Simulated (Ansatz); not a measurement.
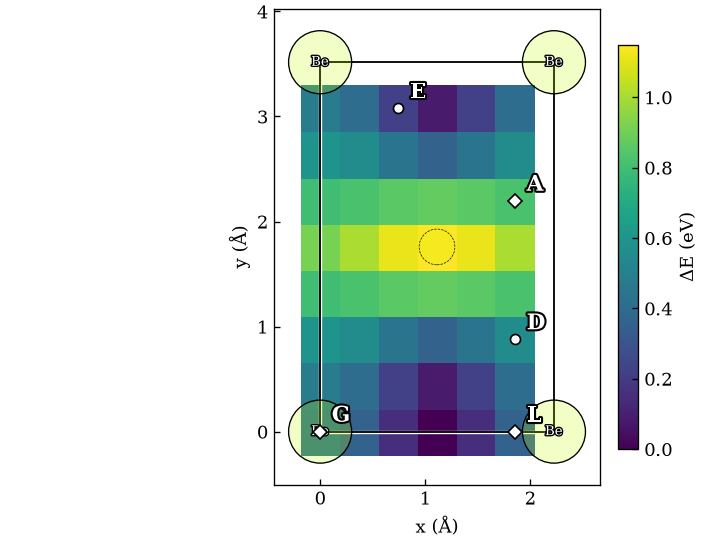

Cl on a Be(100) slab cut from the P6_3/mmc phase, its upper half relaxed before the scan (24 atoms of substrate and one adsorbate in a 2 × 2 cell). 
- Cl is moved over the surface cell; relaxed at each place: the height of the adsorbate's atoms; substrate rigid; the origin of the map has the adsorbate above Be21.
- Places are given modulo a cell vector. The map is drawn in real space over the plane of the surface.
- Grid: 6 × 8 points; 20 points were computed and 28 follow by symmetry.
- Places are given in fractions of the 1 × 1 surface cell.
- Energies are in eV, from the lowest grid point.
- The runs have no spin polarisation; a magnetic state may lie lower.
- All numbers below come from Ansatz, DFT LDA, scalar-relativistic, plane waves, PAW. Settings: cutoff 420 eV, k-mesh 6×4×1, gaussian smearing 0.1 eV, no spin polarisation.

In the figure: one coloured cell a grid point, labelled circles for the atoms of the top layer and small ones for the second layer, the outline of one cell of the plane, lettered points.

Is A the lowest point of the computed grid?

Answer. No. A lies 0.82 eV above the lowest grid point, which is at a bridge site between two Be atoms, over a third-layer Be atom, (3/6, 0/8) of the cell vectors.

What kind of point is each of A, D, E, G, L: minimum, saddle, maximum or slope?

Answer. A: on a slope; D: on a slope; E: on a slope; G: saddle point; L: on a slope. (In these two coordinates alone; a stationary point may lie a little off the grid point.)

Rank the lettered points by energy, lowest first.

Answer. E (0.22 eV), L (0.36 eV), G (0.44 eV), D (0.55 eV), A (0.82 eV).
